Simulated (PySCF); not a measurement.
Molecule: SMILES [Br][GeH2][Br], singlet. Atoms near the plane z = 0.0 Å, at the PBE0/def2-SVP optimised geometry (x, y, z in Å): Ge1 (-0.9, -0.3, 0.0), Br2 (1.4, -0.3, 0.0), H4 (-1.4, 1.1, 0.0).

Level of theory: PySCF with PBE0/def2-TZVP. Cells within 0.4 Å of a nucleus heavier than hydrogen are left out (blank, or x). The values are rescaled to run from 0 to 1.

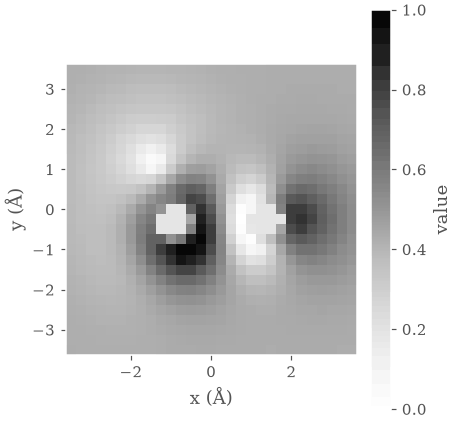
Figure. a field on the plane z = 0.0 Å.

**Question.** Which quantity is mapped?
A. electrostatic potential
B. log10 of the electron density
C. an orbital amplitude
D. deformation density (molecule minus spherical neutral atoms)

**Answer.** C, an orbital amplitude. In full: LUMO amplitude (bohr^(-3/2)).
